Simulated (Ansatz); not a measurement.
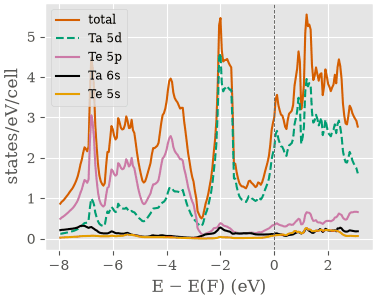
*Total and projected density of states of TaTe in space group Cmcm (No. 63; Te on 4c, Ta on 4c), r²SCAN (plane waves, PAW; program Ansatz)*

**Question.** Which orbitals carry the states next to the Fermi level?

**Answer.** Within 0.5 eV of the Fermi level: Ta 5d 74 %, Te 5p 11 %, outside the projected shells 8 %. Projections are on Löwdin-orthogonalised atomic valence shells; empty p or d shells of many metals are not among them.

**Question.** Where is the tallest occupied peak in this window, and what makes it?

**Answer.** Near -2.0 eV, about 5.5 states/eV per cell; the largest projected share is Ta 5d.

The start of the workflow was typed in or built on a structure type; neither database checked (COD, Materials Project) lists it. Whether it is the stable phase at ambient conditions was not checked. The cell was relaxed with r²SCAN under the symmetry of its start; whether a distortion lowers the energy is not shown. No spin polarisation was allowed. Spin–orbit coupling is left out wherever it is not named.

Potentials: the earlier of the program's two PAW sets.
